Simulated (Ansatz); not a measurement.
## Geometry relaxation, with input and output: GeHOF$_{3}$

System: GeHOF$_{3}$.
Method: RHF/def2-SVP (Ansatz 0.2.0).

It belongs to a series of runs on one base structure; here: start relaxed. Figures and captions count atoms from 1; the log counts them from 0 in places.

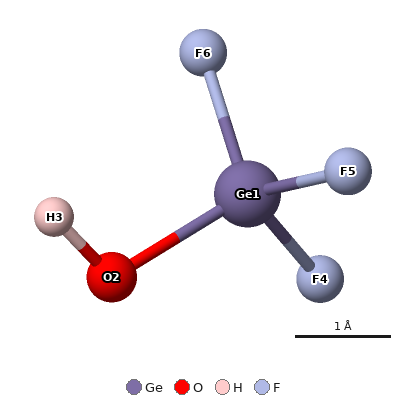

Fig. 1: The structure as given in the input (ball-and-stick view, seen at a tilt; atoms are numbered from 1 in the order of the input). Sticks mark near contacts. Bond lengths as drawn: F–Ge 1.68 Å, Ge–O 1.77 Å and H–O 1.01 Å.

**Input file**
```yaml
crystal:
  periodic: [false, false, false]
  atoms:
    - { symbol: Ge, position_ang: [0.0, 0.0, 0.0] }
    - { symbol: O, position_ang: [0.0, 0.0, 1.77] }
    - { symbol: H, position_ang: [-0.9095, -0.2814, 2.1071] }
    - { symbol: F, position_ang: [1.5842, 0.0, -0.5594] }
    - { symbol: F, position_ang: [-0.7913, 1.3709, -0.5594] }
    - { symbol: F, position_ang: [-0.7913, -1.3709, -0.5594] }
basis:
  gaussian: { orbitals: def2-SVP }
hamiltonian:
  xc: hf
relax:
  f_tol: 0.02
  max_steps: 40
```

Run on 2 threads of Intel Xeon (Granite Rapids), 32 GiB of memory available, shared host.

Launch command:
```bash
ansatz run input.yaml --threads 2 --pin off --max-ram 3072MiB --backend cpu --events-out ev --progress --plain --runs-dir out
```

**What the program printed**
```
The last accepted step is kept in [file] (removed where the run ends without a failure and the disk answers)
Engine: ansatz 0.2.0, x86_64-unknown-linux-gnu
Functional definition: HF
  exchange = exact_x
  correlation = 0
943 factors; integrals over basis functions are off by at most 3.2e-4 eV
mean field evaluation 1: about -66628.4193 eV, gradient 4.8e1 eV
mean field evaluation 2: about -66628.4670 eV, gradient 4.8e1 eV
mean field evaluation 4: about -66632.3175 eV, gradient 2.5e0 eV
mean field evaluation 8: about -66632.3388 eV, gradient 1.1e-4 eV
mean field -66632.33876040 eV, -2448.6932844233 hartree, gradient 1.3e-5 eV, S^2 0.000000; 0 other end points of the search recorded, 0 dependent functions left out
the calculation of the forces begins
reference -66632.33876040 eV, -2448.6932844233 hartree; 34, 34 occupied and 59, 59 virtual orbitals, 943 factors
relax step   1: F+E_penalty+E_count = -66632.33876040 eV  Δ(F+E_penalty+E_count) = +0.000e0 eV  max|allowed force component| = 2.866e0 eV/Å  Δτ_max = 0.0000 Å  (33 SCF iters, accepted)
these checks for a lower state are left out or cut short: starts, cluster_reference, orbital_swaps, neighbouring_geometries, increment
943 factors; integrals over basis functions are off by at most 3.9e-4 eV
mean field evaluation 16: about -66632.4981 eV, gradient 4.0e-3 eV
mean field -66632.49813812 eV, -2448.6991414465 hartree, gradient 4.6e-5 eV, S^2 0.000000; 0 other end points of the search recorded, 0 dependent functions left out
the calculation of the forces begins
reference -66632.49813812 eV, -2448.6991414465 hartree; 34, 34 occupied and 59, 59 virtual orbitals, 943 factors
relax step   2: F+E_penalty+E_count = -66632.49813812 eV  Δ(F+E_penalty+E_count) = -1.594e-1 eV  max|allowed force component| = 1.063e0 eV/Å  Δτ_max = 0.0382 Å  (32 SCF iters, accepted)
these checks for a lower state are left out or cut short: starts, cluster_reference, orbital_swaps, neighbouring_geometries, increment
943 factors; integrals over basis functions are off by at most 4.6e-4 eV
mean field -66632.52773722 eV, -2448.7002291933 hartree, gradient 4.7e-5 eV, S^2 0.000000; 0 other end points of the search recorded, 0 dependent functions left out
the calculation of the forces begins
reference -66632.52773722 eV, -2448.7002291933 hartree; 34, 34 occupied and 59, 59 virtual orbitals, 943 factors
relax step   3: F+E_penalty+E_count = -66632.52773722 eV  Δ(F+E_penalty+E_count) = -2.960e-2 eV  max|allowed force component| = 2.218e-1 eV/Å  Δτ_max = 0.0294 Å  (32 SCF iters, accepted)
these checks for a lower state are left out or cut short: starts, cluster_reference, orbital_swaps, neighbouring_geometries, increment
943 factors; integrals over basis functions are off by at most 4.8e-4 eV
mean field evaluation 32: about -66632.5290 eV, gradient 4.8e-5 eV
mean field -66632.52895115 eV, -2448.7002738045 hartree, gradient 4.8e-5 eV, S^2 0.000000; 0 other end points of the search recorded, 0 dependent functions left out
the calculation of the forces begins
reference -66632.52895115 eV, -2448.7002738045 hartree; 34, 34 occupied and 59, 59 virtual orbitals, 943 factors
relax step   4: F+E_penalty+E_count = -66632.52895115 eV  Δ(F+E_penalty+E_count) = -1.214e-3 eV  max|allowed force component| = 2.309e-1 eV/Å  Δτ_max = 0.0365 Å  (34 SCF iters, accepted)
these checks for a lower state are left out or cut short: starts, cluster_reference, orbital_swaps, neighbouring_geometries, increment
943 factors; integrals over basis functions are off by at most 4.8e-4 eV
mean field -66632.53435359 eV, -2448.7004723403 hartree, gradient 4.8e-5 eV, S^2 0.000000; 0 other end points of the search recorded, 0 dependent functions left out
the calculation of the forces begins
reference -66632.53435359 eV, -2448.7004723403 hartree; 34, 34 occupied and 59, 59 virtual orbitals, 943 factors
relax step   5: F+E_penalty+E_count = -66632.53435359 eV  Δ(F+E_penalty+E_count) = -5.402e-3 eV  max|allowed force component| = 2.629e-2 eV/Å  Δτ_max = 0.0295 Å  (33 SCF iters, accepted)
these checks for a lower state are left out or cut short: starts, cluster_reference, orbital_swaps, neighbouring_geometries, increment
943 factors; integrals over basis functions are off by at most 4.8e-4 eV
mean field -66632.53474733 eV, -2448.7004868100 hartree, gradient 4.8e-5 eV, S^2 0.000000; 0 other end points of the search recorded, 0 dependent functions left out
the calculation of the forces begins
reference -66632.53474733 eV, -2448.7004868100 hartree; 34, 34 occupied and 59, 59 virtual orbitals, 943 factors
relax step   6: F+E_penalty+E_count = -66632.53474733 eV  Δ(F+E_penalty+E_count) = -3.937e-4 eV  max|allowed force component| = 4.944e-2 eV/Å  Δτ_max = 0.0259 Å  (33 SCF iters, accepted)
these checks for a lower state are left out or cut short: starts, cluster_reference, orbital_swaps, neighbouring_geometries, increment
943 factors; integrals over basis functions are off by at most 4.7e-4 eV
mean field -66632.53511303 eV, -2448.7005002493 hartree, gradient 4.8e-5 eV, S^2 0.000000; 0 other end points of the search recorded, 0 dependent functions left out
the calculation of the forces begins
reference -66632.53511303 eV, -2448.7005002493 hartree; 34, 34 occupied and 59, 59 virtual orbitals, 943 factors
relax step   7: F+E_penalty+E_count = -66632.53511303 eV  Δ(F+E_penalty+E_count) = -3.657e-4 eV  max|allowed force component| = 3.456e-3 eV/Å  Δτ_max = 0.0354 Å  (32 SCF iters, accepted)
these checks for a lower state are left out or cut short: starts, cluster_reference, orbital_swaps, neighbouring_geometries, increment
943 factors; integrals over basis functions are off by at most 4.7e-4 eV
mean field -66632.52802377 eV, -2448.7002397238 hartree, gradient 4.8e-5 eV, S^2 0.000000; 0 other end points of the search recorded, 0 dependent functions left out
the calculation of the forces begins
reference -66632.52802377 eV, -2448.7002397238 hartree; 34, 34 occupied and 59, 59 virtual orbitals, 943 factors
relax step   8: F+E_penalty+E_count = -66632.52802377 eV  Δ(F+E_penalty+E_count) = +7.089e-3 eV  max|allowed force component| = 8.027e-1 eV/Å  Δτ_max = 0.0902 Å  (32 SCF iters, rejected (line search))
these checks for a lower state are left out or cut short: starts, cluster_reference, orbital_swaps, neighbouring_geometries, increment
943 factors; integrals over basis functions are off by at most 4.7e-4 eV
mean field evaluation 64: about -66632.5352 eV, gradient 3.6e-4 eV
mean field -66632.53515786 eV, -2448.7005018968 hartree, gradient 4.8e-5 eV, S^2 0.000000; 0 other end points of the search recorded, 0 dependent functions left out
the calculation of the forces begins
reference -66632.53515786 eV, -2448.7005018968 hartree; 34, 34 occupied and 59, 59 virtual orbitals, 943 factors
relax step   9: F+E_penalty+E_count = -66632.53515786 eV  Δ(F+E_penalty+E_count) = -4.483e-5 eV  max|allowed force component| = 8.682e-3 eV/Å  Δτ_max = 0.0078 Å  (33 SCF iters, accepted)
these checks for a lower state are left out or cut short: starts, cluster_reference, orbital_swaps, neighbouring_geometries, increment
943 factors; integrals over basis functions are off by at most 4.7e-4 eV
mean field -66632.53519553 eV, -2448.7005032813 hartree, gradient 4.8e-5 eV, S^2 0.000000; 0 other end points of the search recorded, 0 dependent functions left out
the calculation of the forces begins
reference -66632.53519553 eV, -2448.7005032813 hartree; 34, 34 occupied and 59, 59 virtual orbitals, 943 factors
relax step  10: F+E_penalty+E_count = -66632.53519553 eV  Δ(F+E_penalty+E_count) = -3.767e-5 eV  max|allowed force component| = 8.433e-2 eV/Å  Δτ_max = 0.0235 Å  (33 SCF iters, accepted)
these checks for a lower state are left out or cut short: starts, cluster_reference, orbital_swaps, neighbouring_geometries, increment
943 factors; integrals over basis functions are off by at most 4.7e-4 eV
mean field -66632.53517489 eV, -2448.7005025228 hartree, gradient 4.8e-5 eV, S^2 0.000000; 0 other end points of the search recorded, 0 dependent functions left out
the calculation of the forces begins
reference -66632.53517489 eV, -2448.7005025228 hartree; 34, 34 occupied and 59, 59 virtual orbitals, 943 factors
relax step  11: F+E_penalty+E_count = -66632.53517489 eV  Δ(F+E_penalty+E_count) = +2.064e-5 eV  max|allowed force component| = 8.478e-2 eV/Å  Δτ_max = 0.0048 Å  (34 SCF iters, rejected (line search))
these checks for a lower state are left out or cut short: starts, cluster_reference, orbital_swaps, neighbouring_geometries, increment
943 factors; integrals over basis functions are off by at most 4.7e-4 eV
mean field -66632.53529225 eV, -2448.7005068354 hartree, gradient 4.8e-5 eV, S^2 0.000000; 0 other end points of the search recorded, 0 dependent functions left out
the calculation of the forces begins
reference -66632.53529225 eV, -2448.7005068354 hartree; 34, 34 occupied and 59, 59 virtual orbitals, 943 factors
relax step  12: F+E_penalty+E_count = -66632.53529225 eV  Δ(F+E_penalty+E_count) = -9.671e-5 eV  max|allowed force component| = 9.271e-3 eV/Å  Δτ_max = 0.0024 Å  (33 SCF iters, accepted)
943 factors; integrals over basis functions are off by at most 4.7e-4 eV
mean field evaluation 96: about -66628.7004 eV, gradient 4.8e1 eV
```

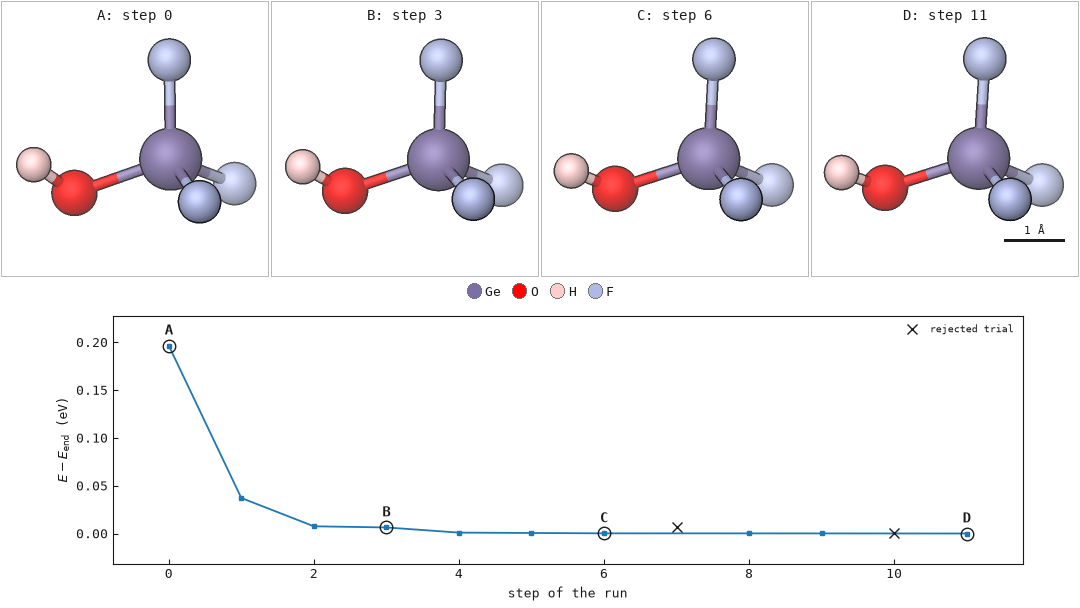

Fig. 2: Frames of the relaxation (ball-and-stick view, seen at a tilt) above the curves, on which the letters mark them (the first geometry is step 0 here and step 1 in the log).

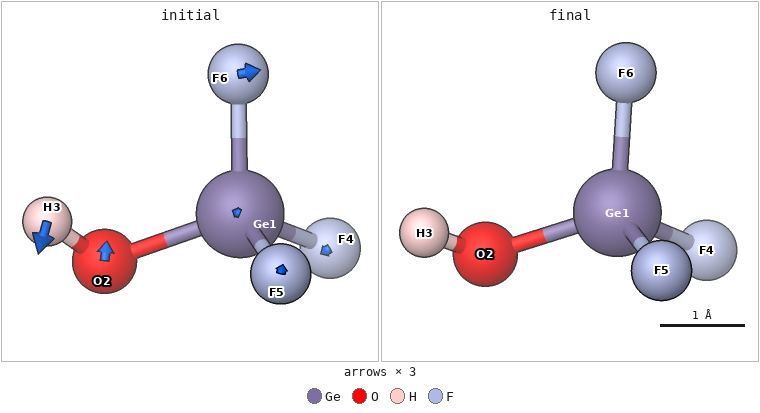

Fig. 3: Before (left) and after (right) the relaxation, at one scale (ball-and-stick view, seen at a tilt). The blue arrows give the displacements, magnified 3 times. The atom that moves furthest after the best rigid fit is H3 (0.14 Å). By element the largest moves are H 0.14 Å, F 0.10 Å, O 0.09 Å, Ge 0.04 Å. Among the contacts that change: O2–H3 1.010 → 0.946 Å, Ge1–O2 1.770 → 1.707 Å, Ge1–F5 1.679 → 1.688 Å. Among the angles that change: Ge1–O2–H3 109.5° → 119.6°, F5–Ge1–F6 109.5° → 106.2°, O2–Ge1–F5 109.5° → 112.5°. The energy falls by 0.197 eV in 11 geometry steps. Largest force component: 2.9 eV/Å at the start, 0.0093 eV/Å at the end. The line search rejected the trial steps at points 7, 10 (counted from 0) and went back. (Atoms are counted from 1 in the order of the input.)

```
mean field -66632.53529225 eV, -2448.7005068354 hartree, gradient 4.8e-5 eV, S^2 0.000000; 1 other end points of the search recorded, 0 dependent functions left out
the calculation of the forces begins
reference -66632.53529225 eV, -2448.7005068354 hartree; 34, 34 occupied and 59, 59 virtual orbitals, 943 factors
Total energy: -66632.53529225 eV, -2448.7005068354 hartree
Atom 0 at    -0.015232    -0.019759     0.027042 Å, force    -0.002794    -0.000940     0.003127 eV/Å
Atom 1 at    -0.027088    -0.074079     1.733318 Å, force     0.007078    -0.002303    -0.009271 eV/Å
Atom 2 at    -0.847680    -0.186168     2.191233 Å, force    -0.006256     0.001412     0.004815 eV/Å
Atom 3 at     1.575479     0.013597    -0.515647 Å, force     0.000229     0.001155     0.000922 eV/Å
Atom 4 at    -0.806588     1.341945    -0.580098 Å, force     0.000693    -0.001651    -0.000474 eV/Å
Atom 5 at    -0.786791    -1.356936    -0.656950 Å, force     0.001051     0.002327     0.000881 eV/Å
Dipole moment:    -0.317199    -0.050851     0.426296 e Å
```

**Trajectory as extended XYZ (Å, eV, eV/Å), 12 frames, from step=1 to step=12**
```
6
Properties=species:S:1:pos:R:3:forces:R:3 step=1 energy=-66632.33876
Ge    0.0000    0.0000    0.0000    0.4601   0.1218   2.2826
O     0.0000    0.0000    1.7700   -2.8662  -0.9438  -0.8157
H    -0.9095   -0.2814    2.1071    2.7655   0.8531  -0.7423
F     1.5842    0.0000   -0.5594   -0.0349   0.0223  -0.1235
F    -0.7913    1.3709   -0.5594   -0.1332   0.1176  -0.3240
F    -0.7913   -1.3709   -0.5594   -0.1915  -0.1710  -0.2770
6
Properties=species:S:1:pos:R:3:forces:R:3 step=2 energy=-66632.49814
Ge   -0.0056    0.0008    0.0234    0.2448   0.0604   1.0632
O    -0.0197   -0.0100    1.7615   -0.7960  -0.2703  -0.7452
H    -0.8725   -0.2757    2.1147    0.7049   0.2171  -0.0160
F     1.5764    0.0017   -0.5431    0.0044   0.0227  -0.0334
F    -0.7908    1.3620   -0.5808   -0.0563   0.0436  -0.1429
F    -0.7957   -1.3602   -0.5767   -0.1017  -0.0735  -0.1256
6
Properties=species:S:1:pos:R:3:forces:R:3 step=3 energy=-66632.52774
Ge   -0.0090    0.0006    0.0370    0.0688   0.0197  -0.0711
O    -0.0298   -0.0161    1.7455   -0.0306  -0.0176  -0.1162
H    -0.8519   -0.2737    2.1356   -0.0378  -0.0124   0.2218
F     1.5737    0.0052   -0.5291    0.0200   0.0120   0.0115
F    -0.7898    1.3546   -0.5983   -0.0027  -0.0004  -0.0241
F    -0.8010   -1.3520   -0.5919   -0.0177  -0.0014  -0.0220
6
Properties=species:S:1:pos:R:3:forces:R:3 step=4 energy=-66632.52895
Ge   -0.0146    0.0037    0.0373    0.0844   0.0161  -0.2309
O    -0.0283   -0.0175    1.7439    0.0400   0.0564  -0.1096
H    -0.8327   -0.2900    2.1552   -0.1408  -0.0452   0.2208
F     1.5790    0.0149   -0.5058   -0.0909  -0.0262   0.0095
F    -0.7888    1.3461   -0.6338    0.0371  -0.0037   0.0841
F    -0.8225   -1.3386   -0.5979    0.0702   0.0027   0.0260
6
Properties=species:S:1:pos:R:3:forces:R:3 step=5 energy=-66632.53435
Ge   -0.0162    0.0000    0.0299    0.0080  -0.0001  -0.0259
O    -0.0420   -0.0180    1.7369    0.0222   0.0101  -0.0184
H    -0.8358   -0.2779    2.1818   -0.0103  -0.0005   0.0206
F     1.5736    0.0091   -0.5187   -0.0123  -0.0066   0.0263
F    -0.7836    1.3551   -0.6197   -0.0078  -0.0055   0.0086
F    -0.8038   -1.3497   -0.6113    0.0000   0.0026  -0.0112
6
Properties=species:S:1:pos:R:3:forces:R:3 step=6 energy=-66632.53475
Ge   -0.0195   -0.0057    0.0280    0.0494   0.0061  -0.0142
O    -0.0363   -0.0323    1.7346    0.0239   0.0085  -0.0177
H    -0.8353   -0.2533    2.1899   -0.0367  -0.0054   0.0227
F     1.5731    0.0096   -0.5120   -0.0100  -0.0028   0.0040
F    -0.7904    1.3516   -0.6125   -0.0146  -0.0009   0.0076
F    -0.7996   -1.3514   -0.6290   -0.0121  -0.0055  -0.0024
6
Properties=species:S:1:pos:R:3:forces:R:3 step=7 energy=-66632.53511
Ge   -0.0161   -0.0128    0.0273   -0.0010  -0.0009   0.0022
O    -0.0307   -0.0538    1.7338    0.0017  -0.0019  -0.0016
H    -0.8432   -0.2188    2.1904   -0.0008   0.0035  -0.0009
F     1.5753    0.0116   -0.5144   -0.0010   0.0004   0.0002
F    -0.7996    1.3461   -0.5953    0.0000   0.0005   0.0017
F    -0.7936   -1.3537   -0.6429    0.0010  -0.0016  -0.0017
6
Properties=species:S:1:pos:R:3:forces:R:3 step=8 energy=-66632.52802 accepted=F
Ge   -0.0126   -0.0317    0.0249   -0.0600   0.0037   0.0052
O    -0.0168   -0.1089    1.7308   -0.8027  -0.0261   0.4326
H    -0.8581   -0.1300    2.1971    0.7893   0.0200  -0.4342
F     1.5777    0.0166   -0.5156    0.0209   0.0050  -0.0286
F    -0.8211    1.3336   -0.5549    0.0293  -0.0287   0.0073
F    -0.7770   -1.3610   -0.6835    0.0232   0.0260   0.0177
6
Properties=species:S:1:pos:R:3:forces:R:3 step=9 energy=-66632.53516
Ge   -0.0155   -0.0145    0.0273   -0.0059   0.0003   0.0025
O    -0.0295   -0.0580    1.7339   -0.0083  -0.0063  -0.0008
H    -0.8450   -0.2112    2.1896    0.0087   0.0049  -0.0018
F     1.5753    0.0119   -0.5152    0.0020   0.0008  -0.0001
F    -0.8013    1.3452   -0.5910    0.0011  -0.0016  -0.0004
F    -0.7919   -1.3546   -0.6458    0.0024   0.0019   0.0006
6
Properties=species:S:1:pos:R:3:forces:R:3 step=10 energy=-66632.53520
Ge   -0.0152   -0.0195    0.0270   -0.0030   0.0018   0.0077
O    -0.0261   -0.0719    1.7336   -0.0843  -0.0189   0.0303
H    -0.8487   -0.1880    2.1904    0.0797   0.0138  -0.0371
F     1.5753    0.0128   -0.5160    0.0058   0.0032  -0.0029
F    -0.8066    1.3424   -0.5798    0.0019  -0.0053  -0.0024
F    -0.7867   -1.3571   -0.6564   -0.0001   0.0054   0.0044
6
Properties=species:S:1:pos:R:3:forces:R:3 step=11 energy=-66632.53517 accepted=F
Ge   -0.0149   -0.0196    0.0274   -0.0071  -0.0099  -0.0673
O    -0.0285   -0.0750    1.7318   -0.0275  -0.0063   0.0848
H    -0.8476   -0.1860    2.1947    0.0422   0.0082  -0.0382
F     1.5761    0.0140   -0.5163   -0.0194   0.0001   0.0138
F    -0.8063    1.3415   -0.5812    0.0034   0.0007   0.0032
F    -0.7868   -1.3565   -0.6575    0.0084   0.0072   0.0037
6
Properties=species:S:1:pos:R:3:forces:R:3 step=12 energy=-66632.53529
Ge   -0.0152   -0.0198    0.0270   -0.0028  -0.0009   0.0031
O    -0.0271   -0.0741    1.7333    0.0071  -0.0023  -0.0093
H    -0.8477   -0.1862    2.1912   -0.0063   0.0014   0.0048
F     1.5755    0.0136   -0.5156    0.0002   0.0012   0.0009
F    -0.8066    1.3419   -0.5801    0.0007  -0.0017  -0.0005
F    -0.7868   -1.3569   -0.6570    0.0011   0.0023   0.0009
```

**Key numbers**

| quantity | value |
| --- | --- |
| outcome | converged |
| total energy | −66632.5353 eV |
| mean-field energy | −66632.5353 eV |
| largest force (length of the vector) at the end | 0.012 eV/Å |
| wall time | 10 s (CPU time 19 s) |
| peak memory | 0.2 GiB |
